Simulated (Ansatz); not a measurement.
```xyz
6

Ge    0.0069    0.0029   -0.5823
H    -0.0345   -0.0146    2.9117
H     0.0252    0.0108   -2.1171
H     1.4473    0.0116   -0.0535
H    -0.7323    1.2474   -0.0731
H    -0.7126   -1.2581   -0.0857
```

Geometry: PBE0-D4/def2-TZVPD.

Computed with Ansatz, UKS PBE0-D4/def2-TZVPD.

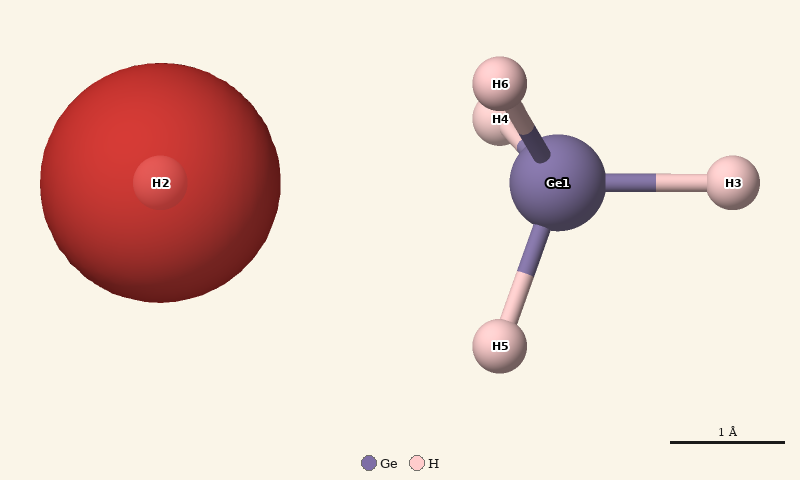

GeH4···H (doublet). Isosurface of the spin density at +0.04 e/Å³ (red), seen from one side.

**Where is the unpaired spin?**

The unpaired spin (1 electron) lies mostly on H2 (about 1.0), in electrons by Hirshfeld's partition.
